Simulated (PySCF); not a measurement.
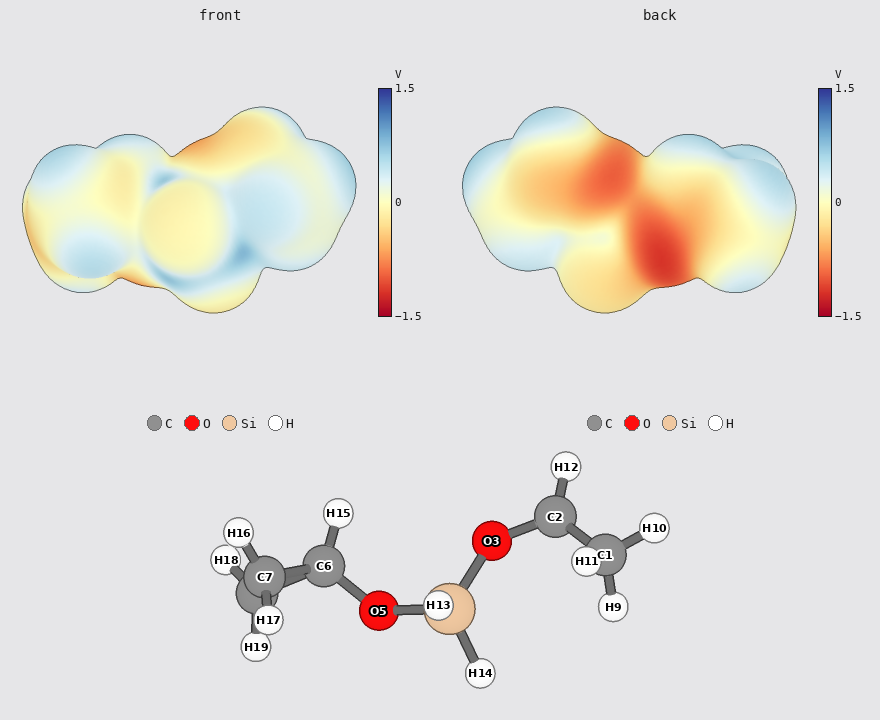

*C5H11O2Si (doublet). The molecular electrostatic potential painted on the density surface at 0.001 e/bohr³, seen from the front and from behind; red is negative and blue positive. The bare structure is drawn below in the same view.*

Geometry: GFN2-xTB.

All numbers below come from UKS B3LYP, pcH-1 on C H O Si, non-relativistic, mean-field spin-orbit, GIAO (PySCF 2.14.0, density-fitted response routines).

```csv
atom,x (Å),y (Å),z (Å)
C,-3.6888,-0.0861,-0.0071
C,-2.6802,-0.1803,1.0664
O,-1.3708,-0.2844,0.7972
Si,-0.4892,-0.2902,-0.5712
O,1.0216,-0.6647,-0.1587
C,1.9428,-0.0185,0.6413
C,2.8790,0.9704,0.0169
C,3.3843,-0.3731,0.4640
H,-3.6046,-0.9349,-0.6917
H,-4.6886,-0.0657,0.4151
H,-3.5413,0.8156,-0.6114
H,-2.9252,-0.1341,2.1116
H,-0.6068,1.0208,-1.2180
H,-0.7871,-1.4110,-1.4516
H,1.5758,0.1873,1.6415
H,3.1561,1.8452,0.5842
H,2.7803,1.1379,-1.0440
H,4.0139,-0.4277,1.3384
H,3.6187,-1.0972,-0.3000
```

> Describe the electrostatic potential map.

The most negative region (about −1.1 V) lies over O5, the most positive (about +0.7 V) over Si4. O5 is the likeliest acceptor of a hydrogen bond.
